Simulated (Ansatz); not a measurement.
AlBrFGeH (charge +1, doublet)

| atom | x (Å) | y (Å) | z (Å) |
| --- | --- | --- | --- |
| Al | -1.2062 | -0.6065 | -1.7411 |
| Br | -0.7951 | 0.6716 | -3.4659 |
| F | -0.4557 | -0.8189 | -0.1714 |
| Ge | -2.2200 | -2.0381 | 0.2259 |
| H | -1.8781 | -2.1846 | -1.5923 |

Geometry: PBE-D3(BJ)/def2-SVP.

Computed with Ansatz, isolated molecule in a Gaussian basis; Kohn-Sham density functional theory, functional PBE0.

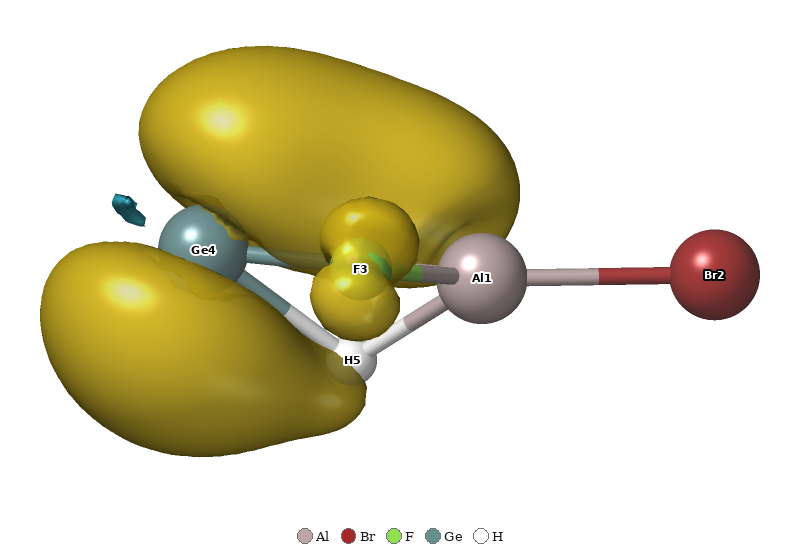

Figure 1. Isosurfaces of the spin density at +0.015 (yellow) and −0.015 e/Å³ (cyan), seen from one side.

Which atoms carry the spin?

Answer. The unpaired spin (1 electron) lies mostly on Ge4 (about 0.7) and Al1 (about 0.2), in electrons by Hirshfeld's partition.

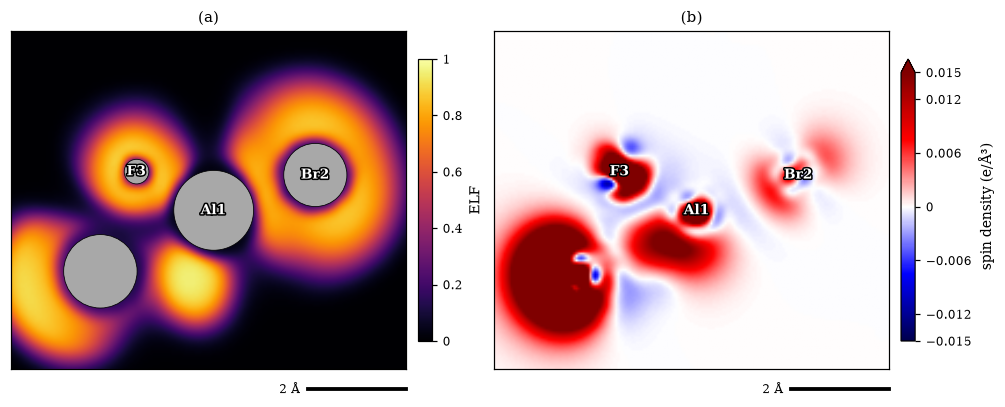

Figure 2. (a) electron localisation function; (b) spin density on the plane of atoms Br2, Al1 and F3. Grey discs cover the atomic cores in the ELF map.

Read the bonding off the picture.

Answer.
- The plane passes through Al, Br and F nuclei.
- Al–F (1.75 Å): the ELF peaks at about 0.85 in the valence shell of F, 0.6 Å from its nucleus, and is about 0.30 at the midpoint.
- Al–Br (2.19 Å): the ELF peaks at about 0.80 in the valence shell of Br, 1.1 Å from its nucleus, and is about 0.80 at the midpoint.
- The ELF also peaks beside Br2 and F3, away from the bonds: non-bonding electrons, paired or unpaired.

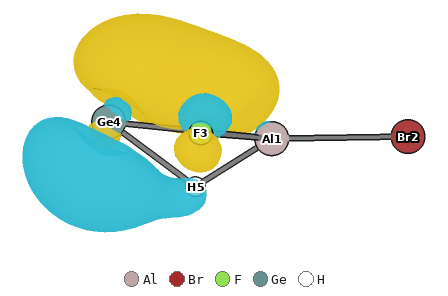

Figure 3. The HOMO (α) at ±0.15 Å⁻³ᐟ² (yellow and cyan are the two phases), seen from one side.

What is the character of this orbital?

Answer. It lies mainly on Ge4 (about 70 %) and Al1 (about 15 %). Its energy is −11.59 eV.
